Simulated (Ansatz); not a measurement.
## Electronic structure of ClH$_{5}$O$_{2}$Si$_{2}$ (SMILES O[SiH2]O[SiH2]Cl) in real space

```xyz
10

Cl    0.2554    1.8203    2.3782
O     1.3467    1.9983   -0.8833
O     1.1619   -0.3658    0.4711
Si    0.8651    0.4166   -0.9807
Si    1.4012    0.1072    2.0273
H     0.8774    2.5505   -0.2433
H     1.6937   -0.2169   -2.0302
H    -0.5917    0.2832   -1.2577
H     2.8164    0.4756    2.2789
H     0.9247   -0.9505    2.9483
```

Geometry: r2SCAN-D4/def2-SVP.

All numbers below come from isolated molecule in a Gaussian basis; Kohn-Sham density functional theory, functional PBE0 in Ansatz 0.2.0.

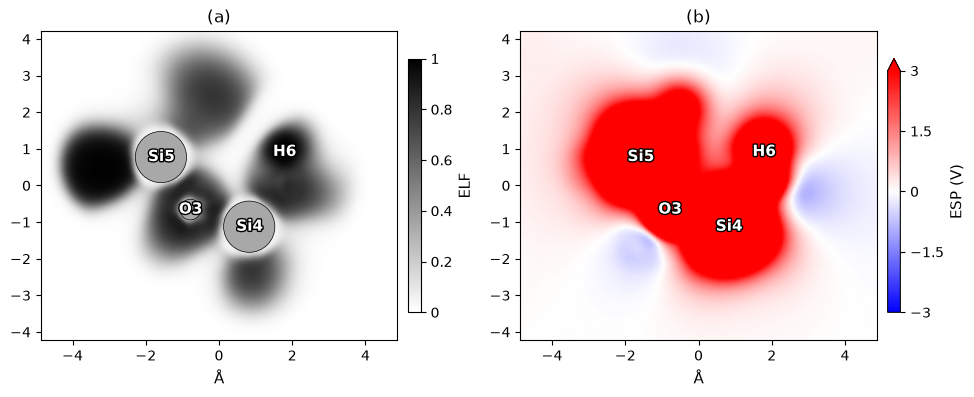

Figure 1. (a) ELF; (b) electrostatic potential on the plane of atoms Si4, O3 and Si5. Grey discs cover the atomic cores in the ELF map.

Interpret the plot.

The plane passes through O, Si and H nuclei.
Si–O (1.64 Å): the ELF peaks at about 0.85 between the atoms: a polar covalent bond.
The ELF also peaks beside O3 and Cl1, away from the bonds: lone-pair regions.
Outside the dense part of the molecule the potential is most negative (−0.9 V) near O2, which lies off the plane.

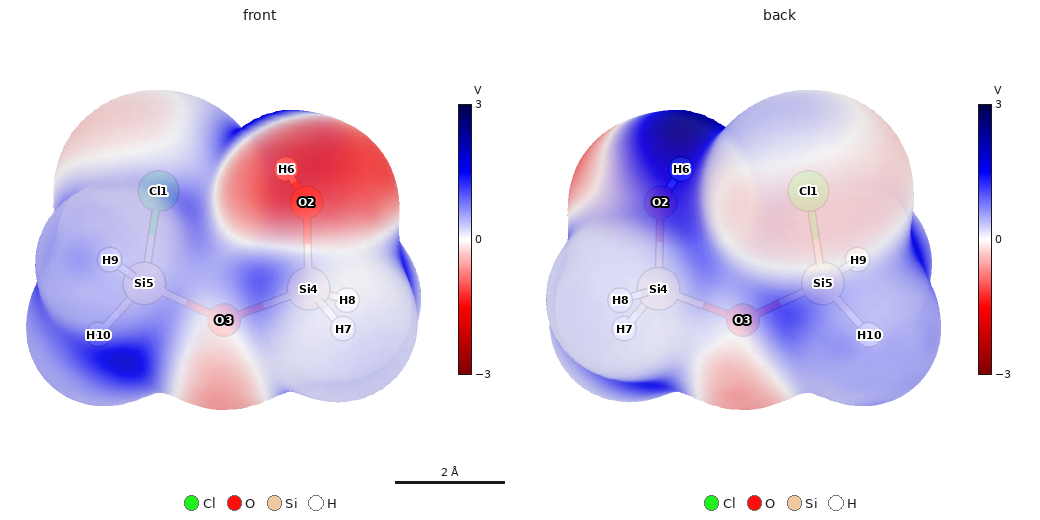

Figure 2. The electrostatic potential painted on the density surface at 0.002 e/bohr³, seen from the front and from behind; the colour scale runs from red (negative) to blue (positive).

Describe the electrostatic potential map.

The most negative region (about −1.2 V) lies over O2, the most positive (about +2.3 V) over H6. O2 is the likeliest acceptor of a hydrogen bond.

How polar is the molecule by this calculation?

Its dipole moment is 0.78 D.

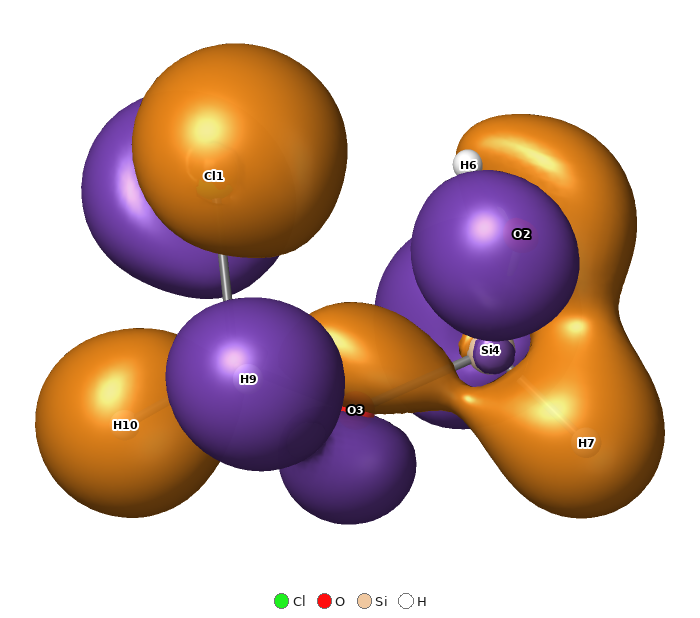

Figure 3. The HOMO−1 at ±0.06 Å⁻³ᐟ² (orange and purple are the two phases), seen at a tilt.

Where does this orbital lie, and at what energy?

By Hirshfeld shares it lies mainly on Cl1 (about 30 %), O2 (about 20 %), Si4 (about 10 %), Si5 (about 10 %), O3 (about 10 %) and H8 (about 10 %). Its energy is −9.16 eV.

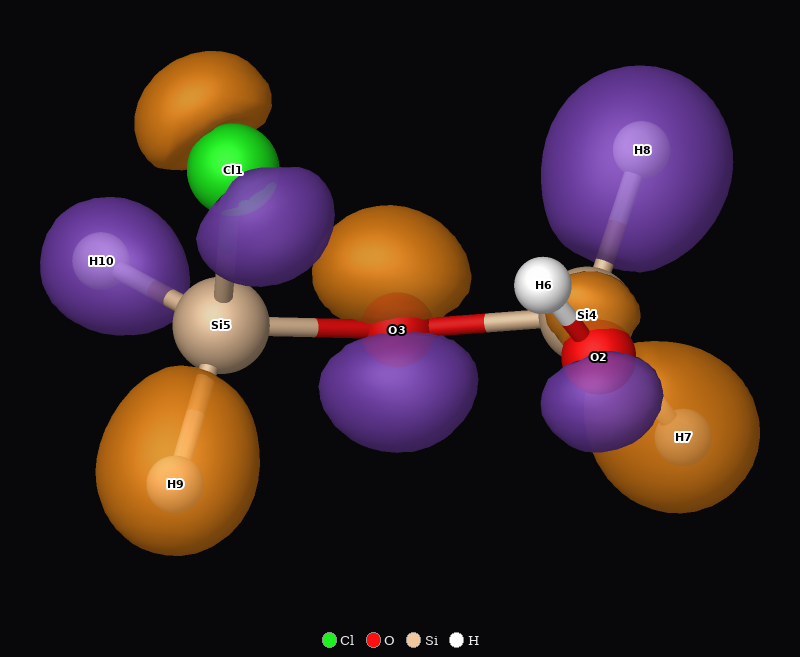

Figure 4. The HOMO at ±0.15 Å⁻³ᐟ² (orange and purple are the two phases), seen from one side.

Describe this orbital and give its energy.

By Hirshfeld shares it lies mainly on O3 (about 20 %), Si4 (about 15 %), H8 (about 15 %), Cl1 (about 10 %), Si5 (about 10 %) and H7 (about 10 %). Its energy is −8.86 eV.
